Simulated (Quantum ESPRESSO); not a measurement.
# O K ELNES/XANES of TaAgO3 (R3c) from DFT, part 4 of 4

Aim: the near-edge shape at the O K edge of TaAgO3 (R3c), and what the core hole does to it.

Quantum ESPRESSO 7.5; X-ray absorption near-edge structure, plane-wave PAW LDA, one-electron final states by a Lanczos continued fraction.

So far. Step 8 (Spectrum with FCH, O atom 5): Main maxima below 24 eV (height): 1.7 eV (1.70), 8.0 eV (2.03), 11.6 eV (1.51), 13.0 eV (1.12), 16.9 eV (0.61) and 20.8 eV (0.96).  Step 8 (Spectrum with FCH, O atom 5): The hole costs E(hole) − E(ground) = 522.18 eV, and the lowest empty level of the hole cell lies at 11.70 eV, which puts the zero at 533.88 eV. One term is added: -8.83 eV, since the hole is spin-paired here and a spin-polarised one costs that much less in the free atom (computed apart).

### Step 12. Cell with HCH, O atom 5

Level of this step: plane-wave PAW DFT, LDA, scalar-relativistic, self-consistent field (Quantum ESPRESSO).

The holes are 5.5 Å apart. Half a hole is Slater's transition state, a compromise that weakens the attraction.

Changed against the first core-hole run: core hole from full to half.

scf.in

```
&control
   calculation='scf', prefix='x', pseudo_dir='../pp', outdir='tmp', tprnfor=.true.
/
&system
   ibrav=0, nat=10, ntyp=4, nbnd=46
   ecutwfc=50, ecutrho=360
   occupations='fixed'
   tot_charge=0.5
/
&electrons
   conv_thr=1.0e-07, electron_maxstep=120
   mixing_beta=0.5
/
ATOMIC_SPECIES
Ta 1.0 Ta.lda-spn-kjpaw.UPF
Ag 1.0 Ag.lda-n-kjpaw.UPF
O0 1.0 O.lda-n-kjpaw-1shch.UPF
O 1.0 O.lda-n-kjpaw.UPF
CELL_PARAMETERS angstrom
  5.52810000 0.00000000 0.00000000
  -2.76405000 -4.78747503 0.00000000
  0.00000000 3.19165002 -4.57196667
ATOMIC_POSITIONS crystal
Ta   0.50000000 0.00000000 0.50000000
Ta   0.00000000 0.00000000 0.00000000
Ag   0.74920000 0.49840000 0.24760000
Ag   0.24920000 0.49840000 0.74760000
O0   0.31080000 0.05210000 0.25300000
O    0.20090000 0.51170000 0.25300000
O    0.74130000 0.94220000 0.25300000
O    0.70090000 0.94220000 0.75300000
O    0.24130000 0.05210000 0.75300000
O    0.81080000 0.51170000 0.75300000
K_POINTS automatic
5 5 5 0 0 0
```

Started as:

```console
> OMP_NUM_THREADS=1 mpirun --oversubscribe --bind-to none -np 4 pw.x -nk 4 -in scf.in > scf.out
```

What it wrote:

```text
     [... banner and references ...]
[banner, memory and clock lines left out]
G-vector sticks info

     bravais-lattice index     =            0
     lattice parameter (alat)  =      10.4466  a.u.
     unit-cell volume          =     816.5487 (a.u.)^3
     number of atoms/cell      =           10
     number of atomic types    =            4
     number of electrons       =        84.00
     number of Kohn-Sham states=           46
     kinetic-energy cutoff     =      50.0000  Ry
     charge density cutoff     =     360.0000  Ry
     scf convergence threshold =      1.0E-07
     mixing beta               =       0.5000
     number of iterations used =            8  plain     mixing
     Exchange-correlation= SLA  PZ   NOGX NOGC
                           (   1   1   0   0   0   0   0)

     celldm(1)=  10.446595  celldm(2)=   0.000000  celldm(3)=   0.000000
     celldm(4)=   0.000000  celldm(5)=   0.000000  celldm(6)=   0.000000

     crystal axes: (cart. coord. in units of alat)
               a(1) = (   1.000000   0.000000   0.000000 )
               a(2) = (  -0.500000  -0.866025   0.000000 )
               a(3) = (   0.000000   0.577350  -0.827041 )

     reciprocal axes: (cart. coord. in units 2 pi/alat)
               b(1) = (  1.000000 -0.577350 -0.403043 )
               b(2) = (  0.000000 -1.154701 -0.806086 )
               b(3) = (  0.000000 -0.000000 -1.209130 )

     PseudoPot. #1 for Ta:     Pseudo is Projector augmented-wave + core cor, Zval = 13.0

     PseudoPot. #2 for Ag:     Pseudo is Projector augmented-wave + core cor, Zval = 11.0

     ../pp/O.lda-n-kjpaw-1shch.UPF
     Pseudo is Projector augmented-wave + core cor, Zval =  6.5
[...]
total energy              =   -2358.63178151 Ry
     estimated scf accuracy    <       0.00000071 Ry

     iteration # 16     ecut=    50.00 Ry     beta= 0.50
     Davidson diagonalization with overlap
     ethr =  3.28E-10,  avg # of iterations =  5.1

     End of self-consistent calculation

          k = 0.0000-0.0000-0.0000 (  4927 PWs)   bands (ev):

   -58.2808 -58.2200 -24.9078 -24.8010 -24.7955 -24.7819 -24.6964 -24.6922
    -9.1778  -7.7975  -7.2521  -6.6792  -6.2574  -6.2541   2.9574   3.9018
     3.9327   3.9921   4.0683   4.5054   6.1103   6.1543   6.2924   7.2094
     7.4392   7.7165   7.7921   7.8830   7.9085   8.0167   8.2950   8.3524
     8.4298   8.4551   8.6326   8.7262   8.7621   9.0241   9.0696   9.3133
     9.5427   9.7291  11.8760  11.9571  11.9965  12.0487

     [... bands of 62 further k-points ...]

     highest occupied, lowest unoccupied level (ev):     9.9261   11.7675

!    total energy              =   -2358.63178162 Ry
     total all-electron energy =    -84507.763404 Ry
     estimated scf accuracy    <       0.00000002 Ry

     The total energy is the sum of the following terms:
     one-electron contribution =     -97.70944906 Ry
     hartree contribution      =     118.35922080 Ry
     xc contribution           =    -169.54844989 Ry
     ewald contribution        =    -480.72081288 Ry
     one-center paw contrib.   =   -1729.01229059 Ry

     convergence has been achieved in  16 iterations

     Forces acting on atoms (cartesian axes, Ry/au):

     atom    1 type  1   force =     0.04829903    0.04362227   -0.04922042
     atom    2 type  1   force =    -0.05152506   -0.01685825    0.03343366
     atom    3 type  2   force =     0.00508688   -0.00897533    0.00094366
[...]
atom    9 type  4   force =     0.02304505   -0.01904427    0.00107876
     atom   10 type  4   force =     0.00439414    0.02471869    0.00452849

     Total force =     0.122020     Total SCF correction =     0.000122

     XML data file, charge density, pseudopotentials, collected wavefunctions
```

Run time: 94 s. Hardware: 4 MPI ranks of AMD EPYC 9R14 (Zen 4), shared host; peak memory 0.25 GiB.

Energy with the hole: -1149786.695 eV, cores included.

### Step 13. Spectrum with HCH, O atom 5

Changed against the first core-hole run: core hole from full to half.

xspectra.in

```
&input_xspectra
   calculation='xanes_dipole', edge='K'
   prefix='x', outdir='tmp', xiabs=3, xe0=10.8468
   xonly_plot=.false., x_save_file='xanes.sav'
   xniter=3000, xcheck_conv=20, xerror=0.005
   xcoordcrys=.false., xepsilon(1)=1, xepsilon(2)=0, xepsilon(3)=0
/
&plot
   xnepoint=413, xemin=-10, xemax=45, terminator=.true., cut_occ_states=.true.
   xgamma=0.4
/
&pseudos
   filecore='../O.wfc'
/
&cut_occ
   cut_desmooth=0.1, cut_stepl=0.05, cut_stepu=0.05, cut_ierror=1e-5
/
6 6 6 0 0 0
```

Started as:

```console
> OMP_NUM_THREADS=1 mpirun --oversubscribe --bind-to none -np 4 xspectra.x -nk 4 -in xspectra.in > xspectra.out
```

What it wrote:

```text
     [... banner and references ...]
Reading input_file

     calculation: xanes_dipole

     xepsilon  [cartesian coordinates]:   1.000000   0.000000   0.000000

     xonly_plot: FALSE
        => complete calculation: Lanczos + spectrum plot

     filecore (core-wavefunction file): ../O.wfc

     main plot parameters:
        cut_occ_states: TRUE
        gamma_mode:  constant
        -> using xgamma [eV]:  0.40
        xemin [eV]: -10.00
        xemax [eV]:  45.00
        xnepoint:  413
        xe0 [eV]:  10.846800 (energy zero read in input file)

[...]
Results of STEP 1 successfully written in x_save_file
     x_save_file name:
     ->  xanes.sav
     x_save_file version:  2

     ... End STEP 1 ...

     ... Begin STEP 2 ...

     The spectrum is calculated using the following parameters:
        xe0 [eV]:   10.8468
        the occupied states are elimintate from the spectrum
        xemin [eV]: -10.00
        xemax [eV]:  45.00
        xnepoint:  413
        constant broadening parameter [eV]:    0.400
        Core level energy [eV]:  -543.1
         (from electron binding energy of neutral atoms in X-ray data booklet)

     Cross-section successfully written in xanes.dat

     ... End STEP 2 ...

                                END JOB XSpectra
```

Run time: 3.5 min. Hardware: 4 MPI ranks; peak memory 0.16 GiB.

```csv
E (eV),first run,this run
-2.0,0.06,0.06
-1.0,0.10,0.09
0.0,0.24,0.22
1.0,0.92,0.77
2.0,1.43,1.76
3.0,1.16,1.46
4.0,0.58,0.66
5.0,0.85,0.65
6.0,1.36,1.14
7.0,1.71,1.57
8.0,2.03,1.72
9.0,1.67,1.69
10.0,0.60,0.81
11.0,0.84,0.70
12.0,1.20,1.59
13.0,1.11,1.21
14.0,0.86,0.94
15.0,0.51,0.53
16.0,0.60,0.59
17.0,0.61,0.59
18.0,0.57,0.54
19.0,0.72,0.66
20.0,0.81,0.73
21.0,0.94,0.91
22.0,0.74,0.73
23.0,0.59,0.58
24.0,0.55,0.53
25.0,0.48,0.45
26.0,0.60,0.55
27.0,0.64,0.60
28.0,0.55,0.50
29.0,0.61,0.54
30.0,0.71,0.61
31.0,0.77,0.60
32.0,1.08,0.85
```

Against the first run the r.m.s. difference is 17 %. The highest intensity below 16 eV goes from 8.0 eV (2.03) to 8.4 eV (1.92).

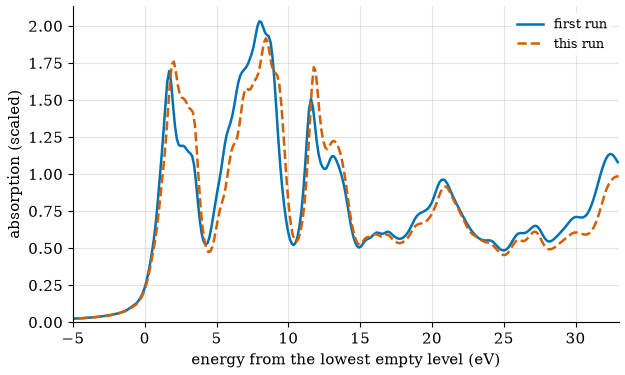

The effect of the change (core hole from full to half).

### Step 14. With and without the hole

Both curves are counted from their own zero, so only the shift of weight within the empty states shows.

```csv
E (eV),no hole,FCH
-2.0,0.05,0.06
-1.0,0.09,0.10
0.0,0.20,0.24
1.0,0.65,0.92
2.0,1.44,1.43
3.0,1.79,1.16
4.0,0.91,0.58
5.0,0.53,0.85
6.0,0.92,1.36
7.0,1.27,1.71
8.0,1.51,2.03
9.0,1.56,1.67
10.0,1.01,0.60
11.0,0.63,0.84
12.0,1.66,1.20
13.0,1.42,1.11
14.0,1.09,0.86
15.0,0.60,0.51
16.0,0.61,0.60
17.0,0.57,0.61
18.0,0.54,0.57
19.0,0.62,0.72
20.0,0.65,0.81
21.0,0.90,0.94
22.0,0.69,0.74
23.0,0.59,0.59
24.0,0.53,0.55
25.0,0.44,0.48
26.0,0.52,0.60
27.0,0.57,0.64
28.0,0.46,0.55
29.0,0.50,0.61
30.0,0.54,0.71
31.0,0.51,0.77
32.0,0.67,1.08
```

With each curve scaled to its own mean, the area from −2 to 6 eV with the hole is 6.1 against 6.3, and the centre of weight from −1 to 20 eV moves by -0.1 eV (first and strongest maxima below 20 eV: 2.5 eV (1.86), 3.3 eV (1.91) and 8.5 eV (1.83) without the hole, 1.7 eV (1.70), 8.0 eV (2.03) and 11.6 eV (1.51) with it); the shape changes all the same, by 30 % r.m.s.

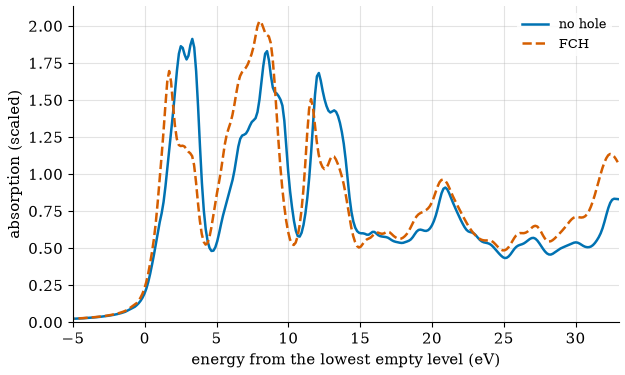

The O K edge with and without the core hole, each from its own zero; the highest intensity below 16 eV lies at 8.0 eV with the hole.

### Step 15. Runs not followed above

These runs aren't followed: redraws of a spectrum that repeat one shown, runs with a planted fault or a state judged unsound, or a program's part that gave no sound spectrum.

| program | step | status | elapsed |
| --- | --- | --- | --- |
| Quantum ESPRESSO | spectrum with FCH, other settings | converged | 57 s |

### Step 16. What came out

- absorber and edge: O K, atom 5 of the ground-state input (counted from 1)
- surroundings: 1 Ta at 1.94 Å and 1 Ta at 2.03 Å (bent, 162°, site symmetry 1)
- highest intensity below 16 eV: 8.0 eV above the zero, height 2.03
- photon energy of the zero, with the added terms: 525.1 eV (raw 533.9 eV; LDA puts this hole about 4 eV below PBE, itself good to a few eV)

The O K edge of atom 5, with 1 Ta at 1.94 Å and 1 Ta at 2.03 Å (bent, 162°, site symmetry 1), has its highest intensity of the first 16 eV at 8.0 eV above the zero, near 533 eV in photon energy (LDA puts this hole about 4 eV below PBE, itself good to a few eV), 2.0 times the mean level of the first 20 eV (Lorentzian half width 0.4 eV). With each curve scaled to its own mean, the area from −2 to 6 eV with the hole is 6.1 against 6.3, and the centre of weight from −1 to 20 eV moves by -0.1 eV (first and strongest maxima below 20 eV: 2.5 eV (1.86), 3.3 eV (1.91) and 8.5 eV (1.83) without the hole, 1.7 eV (1.70), 8.0 eV (2.03) and 11.6 eV (1.51) with it); the shape changes all the same, by 30 % r.m.s. Changing the core hole from full to half alters the shape by 17 % r.m.s., a modest effect on the whole. The holes are only 5.5 Å apart, so the shape is probably not converged with cell size; no larger cell was run here. The structure is a published determination, not relaxed.

[Banner, clock and machine lines of the logs are left out without a mark of their own.]

[Logs are printed without paths, hosts, clocks, repeated set-up lines and the standing remarks that a program may print on its own settings, such as how far it seeks lower states.]

[Hosts, paths, dates, database ids (printed as entryN), source tags and the programs' standing remarks are cut or masked in the printed files.]

[Lists of maxima count a maximum above −3 eV only where it reaches 4 % of the highest in the window and stands out from its surroundings by 2 % of it (1.5 % where it reaches 55 %); shoulders and weaker maxima are passed over, and of the rest the first, up to two pre-edge ones and the few strongest are named.]
